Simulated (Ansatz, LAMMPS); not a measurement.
# Relaxing aqueous Li+ and SO4 2-, 1.0 mol of salt per kg of water, from a frame at 300 K (172 atoms)

How does aqueous Li+ and SO4 2-, 1.0 mol of salt per kg of water, from a frame at 300 K (172 atoms) relax, and what do bonds, charges and levels look like afterwards?

Calculated with Ansatz 0.2.0; Kohn-Sham DFT, PBE+D3(BJ), PAW (set soft_2), plane waves.

### Step 1. The starting structure

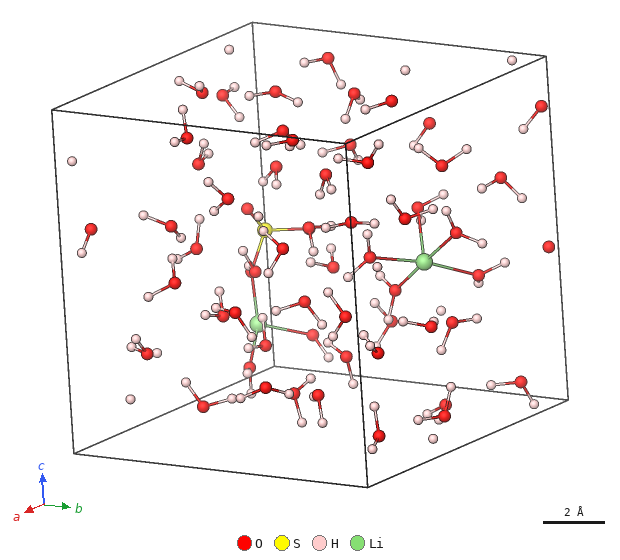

The cell as given, slightly off an axis (oxygen red, sulfur yellow, hydrogen pink, lithium green). Bonds to atoms that aren't drawn are left out. Some periodic images of atoms are drawn too.

The cell holds 172 atoms: 59 O, 1 S, 110 H and 2 Li. Cell: a = 11.877 Å, b = 11.877 Å, c = 11.877 Å, α = 90.0°, β = 90.0°, γ = 90.0°. 55 H2O, 2 Li+, 1 SO4 2- placed at random, at 1.09 g/cm³; overlaps pushed apart, then 10 ps at 420 K with Joung-Cheatham ions (J. Phys. Chem. B 112, 9020 (2008)); MMFF94 bonds, angles, torsions, charges and radii (Halgren, J. Comput. Chem. 17, 490 (1996)) in harmonic and 12-6 forms; SPC/E water (Berendsen, Grigera and Straatsma, J. Phys. Chem. 91, 6269 (1987)). Snapshot after 20 ps at 300 K and fixed volume.

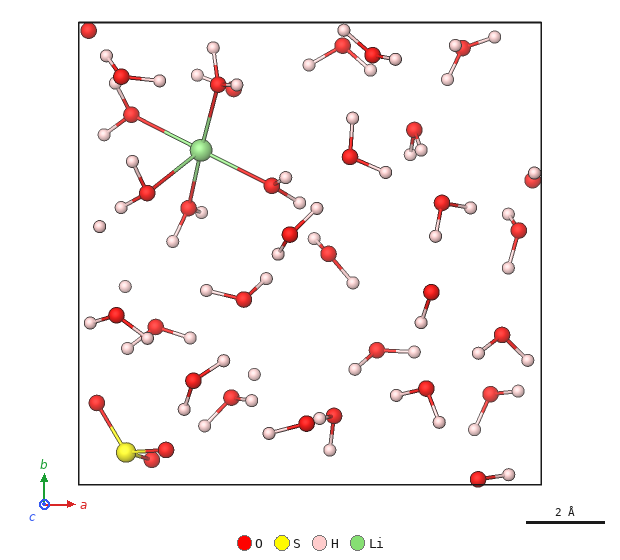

A slice 6 Å thick through the middle of the cell. Bonds to atoms that aren't drawn are left out.

What the set-up can't give: The network of contacts between molecules at the start is that of the classical potential that made the cell. The density was typed from a rule of thumb and may lie off the real one at this temperature. Only the Γ point is sampled, in a cell whose shortest periodic width is 12 Å.

### Step 2. The classical run that made the cell

A classical potential makes the cell, at a small fraction of what the same run would cost in DFT.

This step: classical MD, Joung-Cheatham ions (J. Phys. Chem. B 112, 9020 (2008)); MMFF94 bonds, angles, torsions, charges and radii (Halgren, J. Comput. Chem. 17, 490 (1996)) in harmonic and 12-6 forms; SPC/E water (Berendsen, Grigera and Straatsma, J. Phys. Chem. 91, 6269 (1987)) (LAMMPS 22 Jul 2025 - Update 4).

Input file in.lmp:

```
# aqueous Li+ and SO4 2-, 1.0 mol of salt per kg of water
units real
atom_style full
boundary p p p
bond_style harmonic
angle_style harmonic
dihedral_style opls
improper_style harmonic
special_bonds lj 0 0 0.5 coul 0 0 0.75
read_data data.lmp
neigh_modify delay 0 every 1 check yes one 4000
comm_modify cutoff 12.0
timestep 0.5
thermo_style custom step time temp pe press density
thermo_modify norm yes
# push overlapping molecules apart
pair_style soft 2.6
pair_coeff * * 0.0
variable a equal ramp(1,60)
fix ad all adapt 1 pair soft a * * v_a
velocity all create 420 11234 mom yes dist gaussian
fix lim all nve/limit 0.03
fix lan all langevin 420 420 50 11235 zero yes
thermo 1000
run 3000 post no
unfix ad
pair_style lj/cut/coul/long 9.0
pair_modify mix arithmetic tail yes
pair_coeff 1 1 0.0763 3.0960   # O
pair_coeff 2 2 0.2681 3.4180   # S
pair_coeff 3 3 0.1553 3.1660   # O
pair_coeff 4 4 0.0000 1.0000   # H
pair_coeff 5 5 0.3367 1.4094   # Li
kspace_style pppm 1.0e-4
# [... 18 lines left out ...]
compute msd all msd com yes
thermo 5000
fix md all nvt temp 300 300 100
run 20000 post no
print "== T300: mean square displacement over the hold $(c_msd[4]:%.2f) A^2"
unfix md
uncompute msd
write_dump all custom T300.dump id type xs ys zs modify sort id
```

Run with:

```
> lmp -in in.lmp -log none -nocite
```

Numbers of over 12 decimals in the logs are rounded to 6 here.

Log:

```text
LAMMPS (22 Jul 2025 - Update 4)
Reading data file ...
  orthogonal box = (0 0 0) to (11.87697 11.87697 11.87697)
  172 atoms
  orthogonal box = (0 0 0) to (11.87697 11.87697 11.87697)
  114 bonds
  61 angles
   Step          Time           Temp          PotEng         Press         Density
         0   0              420            0.41945409     7263.5864      1.0910009
      1000   500            466.9542       1.0919881      34646.768      1.0910009
      2000   1000           407.95953      1.1037426      57677.289      1.0910009
      3000   1500           367.63169      1.0860032      61561.132      1.0910009
[... 29 lines left out ...]
Loop time of 11.5148 s on 1 MPI rank(s) for 10000 steps with 172 atoms
   Step          Time           Temp          PotEng         Press         Density
[... 4 lines left out ...]
Loop time of 4.43223 s on 1 MPI rank(s) for 5000 steps with 172 atoms
   Step          Time           Temp          PotEng         Press         Density
[... 2 lines left out ...]
     25000   24000          291.42042     -6.7873724     -3184.7511      1.0910009
     30000   29000          284.58922     -6.6812047     -4378.0379      1.0910009
     35000   34000          276.52831     -6.6682836      1542.0777      1.0910009
     37000   36000          264.97636     -6.6792036     -5604.467       1.0910009
Loop time of 21.6526 s on 1 MPI rank(s) for 20000 steps with 172 atoms
== T300: mean square displacement over the hold 18.35 A^2
```

Run time: 41 s. Hardware: 1 thread of Intel Xeon at 2.80GHz (Skylake/Cascade Lake), shared host; peak memory 0.62 GiB.

The input also reads data.lmp (atoms, bonds and types; not printed here).

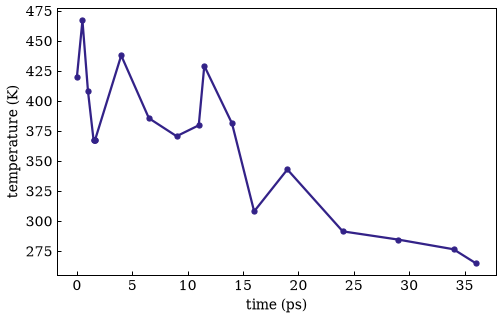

Temperature against time.

### Step 3. Single point at the start

The forces at the start show how far the geometry lies from a minimum of this functional.

Input file input.yaml:

```yaml
crystal:
  lattice:
    - [11.87697, 0.0, 0.0]
    - [0.0, 11.87697, 0.0]
    - [0.0, 0.0, 11.87697]
  atoms:
    - { symbol: O, position: [0.02132, 0.98237, 0.44917] }
    - { symbol: S, position: [0.10245, 0.07018, 0.42868] }
    - { symbol: O, position: [0.18863, 0.07559, 0.51321] }
    - { symbol: O, position: [0.03904, 0.17718, 0.42752] }
    - { symbol: O, position: [0.15798, 0.05425, 0.32104] }
    - { symbol: O, position: [0.86194, 0.36009, 0.91833] }
    - { symbol: H, position: [0.94409, 0.37499, 0.92918] }
    - { symbol: H, position: [0.82948, 0.32873, 0.9894] }
    - { symbol: O, position: [0.63544, 0.92937, 0.68192] }
    - { symbol: H, position: [0.68479, 0.92045, 0.74955] }
    - { symbol: H, position: [0.57317, 0.98323, 0.69952] }
    - { symbol: O, position: [0.75172, 0.20834, 0.6188] }
    - { symbol: H, position: [0.77949, 0.13545, 0.65049] }
    - { symbol: H, position: [0.68682, 0.1936, 0.56722] }
    - { symbol: O, position: [0.41754, 0.64692, 0.48649] }
    - { symbol: H, position: [0.47772, 0.60995, 0.44067] }
    - { symbol: H, position: [0.44752, 0.66461, 0.56316] }
    - { symbol: O, position: [0.49267, 0.13262, 0.72656] }
    - { symbol: H, position: [0.41152, 0.11146, 0.73401] }
    - { symbol: H, position: [0.51765, 0.17299, 0.7961] }
    - { symbol: O, position: [0.95158, 0.55017, 0.4521] }
    - { symbol: H, position: [0.92897, 0.58548, 0.37909] }
    - { symbol: H, position: [0.92894, 0.46907, 0.45224] }
    - { symbol: O, position: [0.29068, 0.12045, 0.08174] }
    - { symbol: H, position: [0.36291, 0.16327, 0.08796] }
    - { symbol: H, position: [0.27264, 0.1075, 0.00053] }
    - { symbol: O, position: [0.7519, 0.27889, 0.10124] }
    - { symbol: H, position: [0.70624, 0.34719, 0.11967] }
    - { symbol: H, position: [0.76808, 0.23604, 0.17189] }
    - { symbol: O, position: [0.11967, 0.33642, 0.95954] }
    - { symbol: H, position: [0.19977, 0.31089, 0.96428] }
    - { symbol: H, position: [0.1035, 0.36372, 0.88155] }
    [... 134 atom lines left out ...]
    - { symbol: H, position: [0.90955, 0.68743, 0.21881] }
    - { symbol: O, position: [0.23731, 0.59861, 0.34002] }
    - { symbol: H, position: [0.20316, 0.52636, 0.36653] }
    - { symbol: H, position: [0.26557, 0.58907, 0.26128] }
    - { symbol: Li, position: [0.26443, 0.7237, 0.44209] }
    - { symbol: Li, position: [0.15589, 0.06387, 0.16894] }
kpoints:
  mp_grid: { grid: [1, 1, 1] }
hamiltonian:
  xc: pbe
  dispersion: d3bj
scf:
  occupations: { method: fixed }
output:
  forces: true
  stress: true
  populations: true
  dos:
    method: { smearing: { sigma: 0.08 } }
    de: 0.1
    projected: { site_lists: { H: [H], Li: [Li], O: [O], S: [S] } }
  eigenvalues: true
```

Run with:

```
> ansatz run input.yaml --threads 4 --pin off --max-ram 8192MiB --backend cpu --events-out ev --progress --plain --runs-dir out
```

Log:

```text
Engine: ansatz 0.2.0, aarch64-unknown-linux-gnu
Pseudopotentials: kind: paw
Pseudopotential: O, paw, valence charge 6, recommended cutoff 420 eV (normal), O.paw.azcp
Pseudopotential: S, paw, valence charge 6, recommended cutoff 420 eV (normal), S.paw.azcp
Pseudopotential: H, paw, valence charge 1, recommended cutoff 420 eV (normal), H.paw.azcp
Pseudopotential: Li, paw, valence charge 3, recommended cutoff 420 eV (normal), Li.paw.azcp
[... 5 lines on functional and potentials left out ...]
Crystal: 172 atoms, lattice volume = 1675.394 Å³
Basis set: ecut = 420 eV, 32675 PW (Γ), exchange–correlation on 160×160×160 points (8 copies of the dense FFT grid, shifted against one another)
Bands: 410, of which v1, the nominal top of the filled ones, is band 238 counted from 1 (237 counted from 0)
Symmetry: 1 space group operations
Space group: P1 (ITA 1), of the structure as read, at distance tolerance 1.2e-4 Å
k-points: 1
[... 9 lines on functional and potentials left out ...]
Initial density: superposition of atomic densities (neutral atoms: chi_scale 0, normalization atom), corrected by the library's trained network
Initial wavefunctions: pseudopotential atomic-orbital guess
Functional: x = pbe(κ = 0.804, μ = 0.219515), c = pbe(β = 0.066725)
SCF iter   1: F=—  HF=-36566.103374 eV  |F-HF|=—  |Δ(HF+E_count)|=         —  Δρ=2.92e-3  dr2=1.48e-1  ethr=1.77e-3  ⟨swp⟩=5.0  Hψ=1461  notcnv=0  defer=170
preconditioner: auto → Resta (q_TF=auto, 2.212 Å⁻¹)  ε∞=2.2  [insulator: Δε(μ)=3.905 eV  Ē_g=17.730 eV  n_scr=304 (ndim 8)  ℏωp=19.7 eV  f_vac=0.250  ε∞_Penn≈2.2]
SCF iter   2: F=—  HF=-36566.017338 eV  |F-HF|=—  |Δ(HF+E_count)|=   8.60e-2  Δρ=1.43e-3  dr2=3.04e-2  ethr=3.11e-5  ⟨swp⟩=2.0  Hψ=708  notcnv=0  defer=170
SCF iter   3: F=—  HF=-36565.995902 eV  |F-HF|=—  |Δ(HF+E_count)|=   2.14e-2  Δρ=6.13e-4  dr2=7.68e-3  ethr=6.39e-6  ⟨swp⟩=2.0  Hψ=483  notcnv=0  defer=170
SCF iter   4: F=—  HF=-36565.993422 eV  |F-HF|=—  |Δ(HF+E_count)|=   2.48e-3  Δρ=1.70e-4  dr2=5.85e-4  ethr=1.61e-6  ⟨swp⟩=2.0  Hψ=483  notcnv=0  defer=170
SCF iter   5: F=—  HF=-36565.993479 eV  |F-HF|=—  |Δ(HF+E_count)|=   5.73e-5  Δρ=8.70e-5  dr2=1.12e-4  ethr=1.23e-7  ⟨swp⟩=2.0  Hψ=483  notcnv=0  defer=170
SCF iter   6: F=—  HF=-36565.993478 eV  |F-HF|=—  |Δ(HF+E_count)|=   6.79e-7  Δρ=4.08e-5  dr2=2.25e-5  ethr=2.36e-8  ⟨swp⟩=3.0  Hψ=484  notcnv=0  defer=165
SCF iter   7: F=—  HF=-36565.993306 eV  |F-HF|=—  |Δ(HF+E_count)|=   1.72e-4  Δρ=1.03e-5  dr2=1.39e-6  ethr=4.73e-9  ⟨swp⟩=2.0  Hψ=647  notcnv=0  defer=165
SCF iter   8: F=—  HF=-36565.993307 eV  |F-HF|=—  |Δ(HF+E_count)|=   7.76e-7  Δρ=5.01e-6  dr2=3.51e-7  ethr=2.92e-10  ⟨swp⟩=3.0  Hψ=482  notcnv=0  defer=165
SCF iter   9: F=-36565.993307 eV  HF=-36565.993307 eV  |F-HF|=5.98e-9  |Δ(HF+E_count)|=   1.22e-8  Δρ=1.32e-6  dr2=2.37e-8  ethr=2.10e-11  ⟨swp⟩=17.0  Hψ=3028  notcnv=0
SCF 1 converged in 9 iterations: F = -36565.993307 eV  dr2 = 2.37e-8
  greatest PAW one-centre occupation: 1.000 electrons in one spin orbital (limit 2), on the Li atom at site 171 (counted from 0), in its partial waves of l = 0
SCF converged after 9 iterations
Free energy (F): -36565.993307 eV
Harris-Foulkes:  -36565.993307 eV  (|F-HF|=5.98e-9)
Internal energy: -36565.993307 eV  (E = F + TS)
E sigma→0 (E₀):  -36565.993307 eV
Fermi energy:    -1.559625 eV
--- Per-component energies (eV) ---
  E_band       = -4568.349170
  E_kinetic    = 11980.914920
  E_local      = -38652.565234  (includes V_loc(G=0)·N_el)
  E_nonlocal   = 2982.320464
  E_hartree    = 14121.866690
  E_xc         = -5408.477059
  E_vxc        = -6875.321193  (∫ρ·V_xc dr)
  E_paw        = -10059.478089  (= ΣΔE_a)
  E_vpaw       = -2247.451136  (= ΣTr[D̂ρ^β])
  E_aug_tail   = 0.020174  (compensation charges beyond the density's cutoff)
  E_ewald      = -11523.901542
  E_disp       = -6.693630  (pairwise vdW)
  E_smearing   = -0.000000  (= −TS)
  E_closure    = 0.000000  (closes the sum)
  Σ components = -36565.993307   (vs F -36565.993307, Δ=0.00e0)
--- Forces (eV/Å), atoms counted from 1 ---
  atom   1  O     -1.77759342    -1.84967363     1.21504391
  atom   2  S      0.36866602     1.85302701    -1.13171258
  atom   3  O      1.49804516    -0.44439886     2.36037376
  atom   4  O      0.02981720     0.56080686     0.31059065
  atom   5  O      0.59126074    -0.49647936    -1.29389235
  atom   6  O      0.97913210     0.34847315     0.09678399
  atom   7  H     -1.45502158    -0.40371724     0.15697308
  atom   8  H      0.53623805     0.01184184    -0.20513001
  atom   9  O     -0.32463283     0.24960884    -0.01326346
  atom  10  H     -0.56888930     0.34329952    -0.06786071
  atom  11  H      0.93617848    -0.56168223     0.16162564
  atom  12  O     -0.56860445     0.19844596    -0.00121682
  atom  13  H     -0.24566127     0.31486887    -0.79499475
  atom  14  H      0.72081592    -0.42949786     0.52243081
[...]
atom 171  Li    -0.03511240    -0.03652386     0.01335321
  atom 172  Li    -0.02486224     0.09192115    -0.93371508
  max |Σ_I F_I| component: 6.27e-5 eV/Å
--- Stress (GPa, compression-positive) ---
       -2.736667       0.011755      -0.399345
        0.011755      -1.883575       0.132044
       -0.399346       0.132044      -1.686001
  P = ⅓ Tr σ = -2.1021 GPa (-21.021 kbar)
--- Band table (eV) ---
  k-point 0: bands = ["-43.8827", "-43.4615", "-26.0894", "-22.0848", [... 394 levels ...], "11.3853", "11.4126", "11.4569", "11.4799", "11.5308", "11.5967", "11.6223", "11.6652", "11.6829", "11.7143", "11.7525", "11.7612"]
--- Löwdin populations: 172 sites ---
  site symbol       q [e]
     0      O      6.7194
     1      S      3.4423
     2      O      6.7773
[...]
171     Li      2.2317
  spilling = 0.011469 (of n_electrons = 476.000000)
```

The job ended after 30 s (4 threads of Arm Neoverse V2, shared host; peak memory 2.2 GiB; 1.9 min of CPU time).

The run gave:

* free energy: -36565.9933 eV
* free energy per atom: -212.5930 eV/atom
* SCF cycles: 9
* pressure: -2.102 GPa
* r.m.s. force component: 0.5848 eV/Å
* longest force: 2.839 eV/Å
* Fermi energy: -1.56 eV
* gap (highest filled to lowest empty level): 3.74 eV
* spilling of the projection: 0.01147

The r.m.s. force component of 0.58 eV/Å and the pressure of -2.1 GPa set the starting point.

Length of the force by element:

| element | coordination | atoms | mean length of the force (eV/Å) | spread | least | most |
| --- | --- | --- | --- | --- | --- | --- |
| H | all | 110 | 1.01 | 0.300 | 0.364 | 1.56 |
| Li | all | 2 | 0.495 | 0.443 | 0.0524 | 0.939 |
| O | all | 59 | 0.767 | 0.493 | 0.147 | 2.84 |
| S | all | 1 | 2.20 | 0 | 2.20 | 2.20 |

[end of part 1 of 3]

[Logs are printed without paths, hosts, clocks, repeated set-up lines and the standing remarks that a program may print on its own settings, such as how far it seeks lower states.]

[Hosts, paths, dates, database ids (printed as entryN), source tags and the programs' standing remarks are cut or masked in the printed files.]

[The MMFF94 radii named for the starting cell were scaled by 0.96; in molecules described by MMFF94, hydrogen bound to N, O or S took a small fixed 12-6 site in their place.]
